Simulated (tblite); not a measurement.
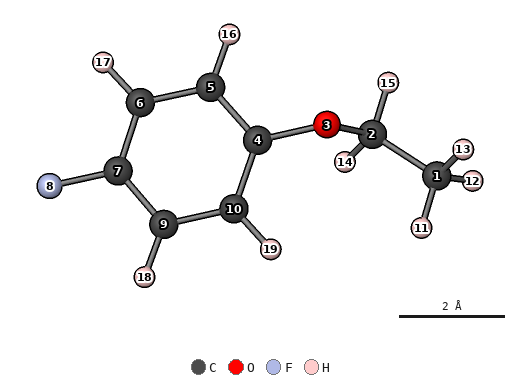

The input geometry (ball-and-stick view, seen at a tilt; atoms are numbered from 1 in the order of the input).

# C$_{8}$H$_{9}$FO: saddle-point search

- system: C$_{8}$H$_{9}$FO (4-fluorophenetole), SMILES CCOc1ccc(F)cc1
- method: GFN2-xTB saddle search (eigenvector following) and harmonic vibrations, gas phase (tblite 0.8.0)

## Input
```
{"job": {"xc": "GFN2-xTB", "basis": "xTB", "kind": "saddle"}, "charge": 0, "multiplicity": 1}
C      3.147673    -0.503535     0.072534
C      1.987877     0.435433    -0.230244
O      1.032110     0.389501     0.826546
C     -0.278249     0.223783     0.441067
C     -1.108602     1.331997     0.305000
C     -2.438377     1.166388    -0.035575
C     -2.920057    -0.112987    -0.243161
F     -4.218379    -0.278342    -0.575120
C     -2.113340    -1.228744    -0.116073
C     -0.785645    -1.054259     0.225989
H      2.794015    -1.530261     0.121452
H      3.898645    -0.425239    -0.709602
H      3.596395    -0.243695     1.027413
H      1.517159     0.152933    -1.179228
H      2.354603     1.466999    -0.320620
H     -0.706591     2.318272     0.479849
H     -3.099669     2.010658    -0.148116
H     -2.525198    -2.211360    -0.282399
H     -0.134368    -1.907542     0.340288
```

The first line tells a small driver script what to run in tblite; the rest is the geometry in Å.

Run on 1 CPU thread, shared host.

Run as:
```bash
OMP_NUM_THREADS=1 python <driver script> task.json out
```

## The program's output
```
step      E/eV     max force
  0    -829.95867   0.0671
  1    -829.95878   0.0666
  2    -829.96129   0.1072
  3    -829.96481   0.1292
  4    -829.96908   0.1687
  5    -829.97425   0.0914
  6    -829.97921   0.0815
  7    -829.98333   0.1175
  8    -829.98685   0.1610
  9    -829.99156   0.1066
 10    -829.99305   0.1653
 11    -829.99634   0.0464
 12    -829.99718   0.0683
 13    -829.99776   0.0305
 14    -829.99783   0.0465
 15    -829.99800   0.0091
 16    -829.99802   0.0024
lowest wavenumbers (cm-1): -66.2 52.2 77.9 199.0 200.0 297.5
```

## Trajectory as extended XYZ (Å, eV, eV/Å), 6 of the 12 frames kept, from step=0 to step=16
```
19
Properties=species:S:1:pos:R:3:forces:R:3 step=0 energy=-829.95867
C     3.1477   -0.5035    0.0725   -0.0060  -0.0070  -0.0030
C     1.9879    0.4354   -0.2302    0.0180  -0.0400  -0.0180
O     1.0321    0.3895    0.8265    0.0190   0.0630  -0.0130
C    -0.2782    0.2238    0.4411    0.0220  -0.0120   0.0010
C    -1.1086    1.3320    0.3050   -0.0060  -0.0130   0.0210
C    -2.4384    1.1664   -0.0356    0.0010   0.0010  -0.0190
C    -2.9201   -0.1130   -0.2432   -0.0050  -0.0040   0.0130
F    -4.2184   -0.2783   -0.5751    0.0000   0.0020  -0.0110
C    -2.1133   -1.2287   -0.1161    0.0030  -0.0040  -0.0050
C    -0.7856   -1.0543    0.2260    0.0070   0.0090  -0.0110
H     2.7940   -1.5303    0.1215    0.0180  -0.0080   0.0180
H     3.8986   -0.4252   -0.7096   -0.0070   0.0060   0.0160
H     3.5964   -0.2437    1.0274   -0.0150  -0.0020  -0.0100
H     1.5172    0.1529   -1.1792   -0.0250   0.0070   0.0040
H     2.3546    1.4670   -0.3206   -0.0200   0.0000   0.0120
H    -0.7066    2.3183    0.4798    0.0020  -0.0150  -0.0050
H    -3.0997    2.0107   -0.1481    0.0000   0.0150   0.0160
H    -2.5252   -2.2114   -0.2824   -0.0050  -0.0080   0.0020
H    -0.1344   -1.9075    0.3403   -0.0010   0.0090  -0.0090
19
Properties=species:S:1:pos:R:3:forces:R:3 step=2 energy=-829.96129
C     3.2156   -0.4257    0.0841   -0.0810   0.0110   0.0220
C     1.9648    0.3835   -0.2446    0.0570  -0.0120   0.0070
O     1.0313    0.2557    0.8250    0.0080   0.0040  -0.0390
C    -0.2877    0.1539    0.4429    0.0000  -0.0050   0.0040
C    -1.0744    1.2940    0.3117   -0.0020  -0.0110  -0.0010
C    -2.4094    1.1823   -0.0325    0.0060  -0.0100   0.0020
C    -2.9410   -0.0769   -0.2453    0.0070   0.0040   0.0020
F    -4.2434   -0.1898   -0.5848    0.0150   0.0050   0.0050
C    -2.1787   -1.2245   -0.1209    0.0040   0.0110   0.0010
C    -0.8449   -1.1024    0.2218   -0.0060   0.0110  -0.0020
H     2.9674   -1.4836    0.1637    0.0250   0.0890   0.0010
H     3.9590   -0.2916   -0.6967   -0.0080   0.0010  -0.0050
H     3.6310   -0.0946    1.0336   -0.0400  -0.0130  -0.0490
H     1.5126    0.0235   -1.1793    0.0460   0.0160   0.0440
H     2.2221    1.4481   -0.3710   -0.0290  -0.1030   0.0070
H    -0.6342    2.2635    0.4889   -0.0040  -0.0100   0.0000
H    -3.0365    2.0539   -0.1371    0.0080  -0.0080   0.0030
H    -2.6287   -2.1902   -0.2905    0.0040   0.0120   0.0000
H    -0.2248   -1.9793    0.3311   -0.0080   0.0080  -0.0030
19
Properties=species:S:1:pos:R:3:forces:R:3 step=5 energy=-829.97425
C     3.2684   -0.3661    0.1468   -0.0670   0.0010   0.0230
C     1.9616    0.2796   -0.3013    0.0720  -0.0180   0.0090
O     1.0291    0.2237    0.7725    0.0060   0.0080  -0.0210
C    -0.2946    0.1412    0.4035   -0.0070  -0.0030   0.0020
C    -1.0780    1.2897    0.3471   -0.0060  -0.0110   0.0030
C    -2.4226    1.2011    0.0342    0.0100  -0.0100   0.0030
C    -2.9675   -0.0442   -0.2216    0.0120  -0.0040   0.0010
F    -4.2808   -0.1354   -0.5247    0.0260   0.0010   0.0020
C    -2.2079   -1.1998   -0.1748    0.0020   0.0190  -0.0030
C    -0.8640   -1.1005    0.1347   -0.0100   0.0130  -0.0020
H     3.1134   -1.4250    0.3508    0.0150   0.0900  -0.0050
H     4.0218   -0.2583   -0.6293   -0.0310  -0.0040   0.0030
H     3.6238    0.1137    1.0573   -0.0500  -0.0290  -0.0690
H     1.5550   -0.2396   -1.1811    0.0420   0.0020   0.0540
H     2.1336    1.3334   -0.5735   -0.0180  -0.0560   0.0000
H    -0.6272    2.2471    0.5596   -0.0050  -0.0130   0.0040
H    -3.0472    2.0799   -0.0126    0.0120  -0.0140   0.0060
H    -2.6691   -2.1547   -0.3736    0.0070   0.0140  -0.0050
H    -0.2476   -1.9857    0.1861   -0.0100   0.0130  -0.0050
19
Properties=species:S:1:pos:R:3:forces:R:3 step=10 energy=-829.99305
C     3.3361   -0.1861    0.1815   -0.0620  -0.0270   0.0850
C     1.9321    0.1162   -0.3262    0.0890  -0.0090   0.0800
O     1.0258    0.0064    0.7620   -0.0250   0.0130   0.0080
C    -0.3045    0.0220    0.4003   -0.0100  -0.0150   0.0070
C    -1.0148    1.2183    0.3997   -0.0210  -0.0110  -0.0040
C    -2.3629    1.2278    0.0871    0.0190  -0.0220   0.0010
C    -2.9836    0.0319   -0.2277    0.0100   0.0110   0.0040
F    -4.2996    0.0365   -0.5346    0.0450   0.0040   0.0100
C    -2.2974   -1.1695   -0.2356    0.0220   0.0110   0.0040
C    -0.9499   -1.1685    0.0771   -0.0180   0.0200  -0.0030
H     3.3759   -1.2016    0.5792    0.0110   0.1520  -0.0640
H     4.0498   -0.0854   -0.6323   -0.0200  -0.0270   0.0260
H     3.6026    0.5082    0.9784   -0.0530  -0.0790  -0.0870
H     1.6476   -0.5927   -1.1146    0.0180  -0.0290  -0.0540
H     1.8875    1.1327   -0.7444   -0.0100   0.0010  -0.0140
H    -0.5054    2.1349    0.6574   -0.0150  -0.0200  -0.0040
H    -2.9322    2.1444    0.0859    0.0120  -0.0150   0.0020
H    -2.8169   -2.0834   -0.4806    0.0170   0.0240   0.0050
H    -0.3903   -2.0921    0.0876   -0.0100   0.0170  -0.0020
19
Properties=species:S:1:pos:R:3:forces:R:3 step=13 energy=-829.99776
C     3.3393   -0.1095    0.1937   -0.0050   0.0020   0.0090
C     1.9251    0.0468   -0.3394    0.0050  -0.0050  -0.0130
O     1.0252   -0.0796    0.7512   -0.0010  -0.0010   0.0100
C    -0.3053   -0.0286    0.3980   -0.0020   0.0010  -0.0020
C    -0.9834    1.1853    0.4186    0.0020   0.0030   0.0010
C    -2.3297    1.2362    0.1087   -0.0040   0.0020   0.0000
C    -2.9810    0.0630   -0.2254   -0.0010   0.0010   0.0000
F    -4.2951    0.1080   -0.5318   -0.0060   0.0000  -0.0010
C    -2.3273   -1.1553   -0.2536   -0.0020  -0.0020  -0.0020
C    -0.9810   -1.1957    0.0573    0.0030  -0.0020   0.0000
H     3.4585   -1.0906    0.6463   -0.0030   0.0190  -0.0070
H     4.0528    0.0011   -0.6176    0.0090  -0.0020  -0.0010
H     3.5357    0.6455    0.9508   -0.0120  -0.0160  -0.0230
H     1.7090   -0.7252   -1.0943    0.0110   0.0170   0.0200
H     1.7978    1.0320   -0.8147    0.0040  -0.0190   0.0100
H    -0.4498    2.0830    0.6905    0.0010   0.0020   0.0010
H    -2.8741    2.1670    0.1238   -0.0020   0.0020   0.0010
H    -2.8703   -2.0501   -0.5135   -0.0010  -0.0010  -0.0020
H    -0.4464   -2.1332    0.0514    0.0020  -0.0010  -0.0010
19
Properties=species:S:1:pos:R:3:forces:R:3 step=16 energy=-829.99802
C     3.3409   -0.0757    0.1968   -0.0010   0.0000   0.0010
C     1.9236    0.0257   -0.3404    0.0010   0.0000   0.0000
O     1.0244   -0.1299    0.7475    0.0000   0.0000   0.0000
C    -0.3060   -0.0572    0.3961    0.0000   0.0000   0.0000
C    -0.9661    1.1668    0.4204    0.0000   0.0000   0.0000
C    -2.3118    1.2384    0.1119    0.0000   0.0000   0.0000
C    -2.9806    0.0758   -0.2252    0.0000   0.0000   0.0000
F    -4.2943    0.1412   -0.5306    0.0000   0.0000   0.0000
C    -2.3450   -1.1519   -0.2574    0.0000   0.0000   0.0000
C    -0.9991   -1.2132    0.0527    0.0000   0.0000   0.0000
H     3.4888   -1.0425    0.6698   -0.0010   0.0020  -0.0010
H     4.0529    0.0397   -0.6154    0.0000   0.0000   0.0000
H     3.5120    0.7004    0.9376   -0.0010  -0.0020  -0.0010
H     1.7391   -0.7571   -1.0914    0.0010   0.0010   0.0010
H     1.7623    1.0025   -0.8206    0.0010  -0.0020   0.0010
H    -0.4194    2.0560    0.6945    0.0000   0.0000   0.0000
H    -2.8427    2.1771    0.1307    0.0000   0.0000   0.0000
H    -2.9012   -2.0378   -0.5204    0.0000   0.0000   0.0000
H    -0.4778   -2.1582    0.0435    0.0000   0.0000   0.0000
```

## Key numbers

| quantity | value |
| --- | --- |
| outcome | converged |
| total energy | −829.9980 eV |
| point group | Cs |
| wall time | 4.6 s |
| peak memory | 0.2 GiB |
